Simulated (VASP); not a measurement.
Band structure of CaS (rock salt). All values below come from rev-vdW-DF2, VASP's PBE PAW potentials (set 64) (plane waves; VASP).

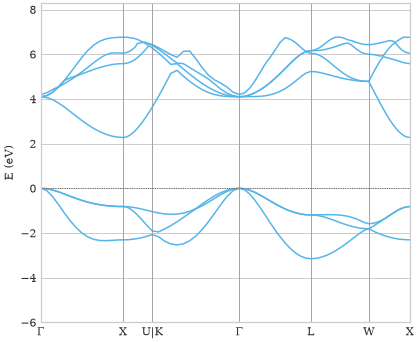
*Bands along high-symmetry lines, zero at the valence-band maximum or, without a gap, the Fermi level*

Task: Read the plot: is there a gap, and where are the band edges?

Result: The gap is indirect, 2.27 eV, from the valence maximum at Γ to the conduction minimum at X. (Edges off the drawn lines would not show.)

Measured: gap 4.43 eV (computed value off by -2.16 eV), as given by David Waroquiers et al., Physical Review B (2013), arXiv:1302.6756.

The compound is CaS in the rock salt structure. It was relaxed first.
